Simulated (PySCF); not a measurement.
# MgCl2 (SMILES [Cl][Mg][Cl]) at MP2/STO-3G

What is the vertical singlet–triplet gap of MgCl2 at MP2/STO-3G? 

Program for the calculation: PySCF 2.14.0.

10 further runs of the same task are left out: 10 set aside as unsound or not needed.

## (1) The system as given

MgCl2 has 3 atoms, charge 0, and is taken as a singlet. As SMILES, `[Cl][Mg][Cl]`. Geometry: a GFN2-xTB relaxation, a rough one for these elements and not checked as a minimum.

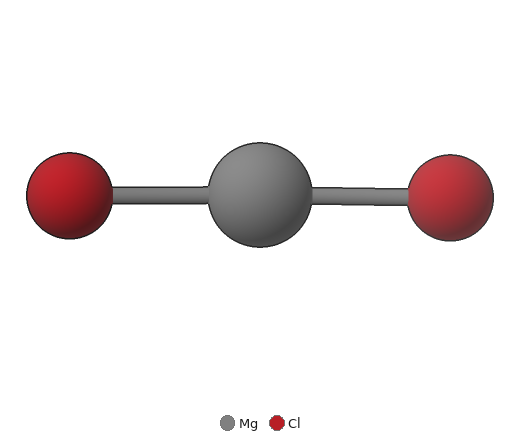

The structure, seen from a chosen angle (magnesium grey, chlorine red).

## (2) The energy at MP2/STO-3G

The input, input.py:

```python
from pyscf import gto, mp

mol = gto.Mole()
mol.atom = '''
Mg    -0.012090    -0.006970    -0.000690
Cl    -0.010090    -0.016320     2.119970
Cl     0.022170     0.023290    -2.119290
'''
mol.verbose = 3
mol.basis = 'sto-3g'
mol.max_memory = 1860
mol.build()

myscf = mol.RHF()
myscf.conv_tol = 1e-10
myscf.kernel()
if not myscf.converged:
    myscf = myscf.newton().run(myscf.mo_coeff, myscf.mo_occ)

pt = mp.MP2(myscf, frozen=11).run()
energy = pt.e_tot
print('E = %.10f Eh' % energy)
```

Started as:

```
OMP_NUM_THREADS=1 python input.py
```

Log:

```text
converged SCF energy = -1106.50736408509
E(RMP2) = -1106.53998870192  E_corr = -0.0326246168317971
E(SCS-RMP2) = -1106.53964413689  E_corr = -0.0322800518027926
E = -1106.5399887019 Eh
```

Run time: 0.79 s. Hardware: 1 thread of Arm Neoverse V1, shared host; peak memory 0.12 GiB.

## (3) The triplet, same level

The input, run.py:

```python
from pyscf import gto, scf, mp

mol = gto.M(
    atom='''
Mg    -0.022847    -0.013171    -0.001304
Cl    -0.019067    -0.030840     4.006163
Cl     0.041895     0.044012    -4.004878
''',
    verbose=3,
    charge=0,
    basis='sto-3g',
    spin=2,
    max_memory=1860,
    unit='bohr',
)

mf = scf.UHF(mol)
mf.conv_tol = 1e-10
mf.kernel()
if not mf.converged:
    mf = mf.newton().run(mf.mo_coeff, mf.mo_occ)

pt = mp.MP2(mf, frozen=11).run()
e_tot = pt.e_tot
print(f'total energy: {e_tot:.8f} hartree')
```

Started as:

```
OMP_NUM_THREADS=1 python run.py
```

Log:

```text
WARN: HOMO 0.0608664341443192 >= LUMO -0.552724152598415

WARN: HOMO -0.00775219098001101 >= LUMO -0.0769799442052522

WARN: HOMO -0.00395036824070083 >= LUMO -0.0758047912108532

WARN: HOMO -0.00502626440109588 >= LUMO -0.0748357316793902

WARN: HOMO -0.00505494719372679 >= LUMO -0.0747010165346416

WARN: HOMO -0.0050836743375422 >= LUMO -0.0746194765018378

WARN: HOMO -0.00510617680980607 >= LUMO -0.0747096375320881

WARN: HOMO -0.00507920430711828 >= LUMO -0.0747967520071445

WARN: HOMO -0.00510121035201772 >= LUMO -0.0747250248135765

WARN: HOMO -0.00509509889243553 >= LUMO -0.0747532189159072

WARN: HOMO -0.00509495601174548 >= LUMO -0.0747483369558634

WARN: HOMO -0.00509492218789542 >= LUMO -0.0747487023450315

converged SCF energy = -1106.15948075141  <S^2> = 2.0028417  2S+1 = 3.0018939
E(UMP2) = -1106.19577596978  E_corr = -0.0362952183690755
E(SCS-UMP2) = -1106.19410709184  E_corr = -0.0346263404307581
total energy: -1106.19577597 hartree
```

Run time: 0.89 s. Hardware: 1 thread of Arm Neoverse V1, shared host; peak memory 0.12 GiB.

## (4) Outcome

Level: MP2/STO-3G, 11 core orbitals frozen.

| quantity | value |
| --- | --- |
| singlet: total energy | -1106.53999 Eh |
| singlet: dipole moment (Hartree–Fock density) | 0.14 D |
| singlet: HOMO energy (Hartree–Fock orbitals) | -9.49 eV |
| singlet: LUMO energy (Hartree–Fock orbitals) | 7.65 eV |
| singlet: HOMO–LUMO gap (Hartree–Fock orbitals) | 17.14 eV |
| singlet: correlation energy (11 core orbitals frozen) | -32.6 mEh |
| triplet: total energy | -1106.19578 Eh |
| triplet: dipole moment (Hartree–Fock density) | 0.05 D |
| triplet: HOMO energy (Hartree–Fock orbitals) (highest over α and β) | -0.14 eV |
| triplet: correlation energy (11 core orbitals frozen) | -36.3 mEh |
| triplet: ⟨S²⟩ of the reference determinant | 2.003 |
| vertical energy of the triplet above the singlet | 9.367 eV |

At this shape the triplet lies 9.37 eV (216 kcal/mol) above the singlet. In a minimal basis such a difference can be off by several eV, whatever the method. Mulliken charges (triplet) of the mean-field density run from -0.33 on Cl2 to +0.65 on Mg1; they depend strongly on the basis.
